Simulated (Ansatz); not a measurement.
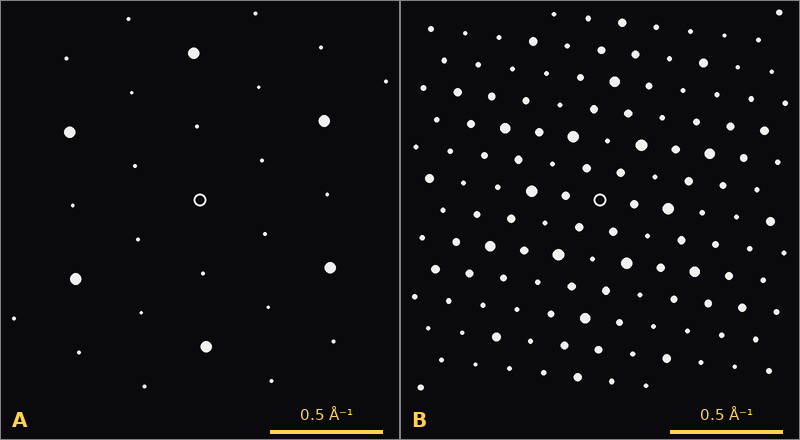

Kinematic electron diffraction patterns (120 kV, B = 0.5 Å², same scale, each along a low-index zone) of two structures of composition Na3C, each relaxed at zero pressure with DFT PBE, scalar-relativistic, plane waves, PAW (Ansatz). Each run keeps the magnetic state that it reached.

The structures (standard cells):
1. P6_3/mmc (No. 194), a = 7.467 Å, c = 3.930 Å (hexagonal axes), 8 atoms; generated start, possibly hypothetical
2. Pm-3m (No. 221), a = 4.274 Å, 4 atoms; generated start, possibly hypothetical

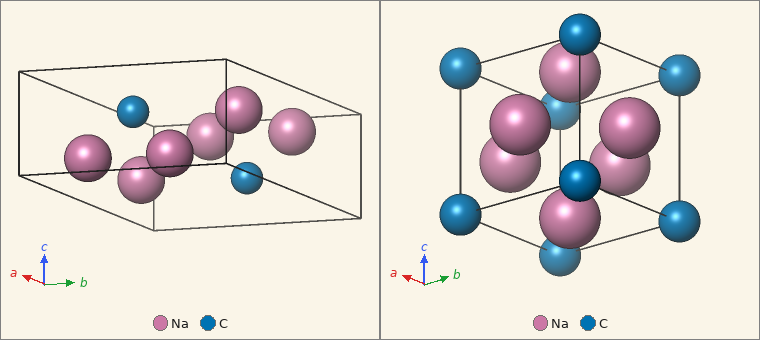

Drawings of the structures 1 to 2, from left to right (each may span several cells).

**Which pattern belongs to which structure, and along which zone?**

A is structure 2 along [111] or an equivalent direction: hexagonal net of -1 1 0 (weak) at d = 3.02 Å and -1 0 1 (weak) at d = 3.02 Å, 60.0° apart. B is structure 1 along [001]: hexagonal net of 1 -1 0 at d = 6.47 Å and 1 0 0 at d = 6.47 Å, 60.0° apart.

**Which structure lies lowest at this level of theory, and by how much?**

Structure 1 (P6_3/mmc, 23.72 Å³ an atom) is the lowest of these; structure 2 (Pm-3m, 19.52 Å³ an atom) lies about 110 meV an atom higher. These are static energies at 0 K; other structures, not shown, may lie lower still.
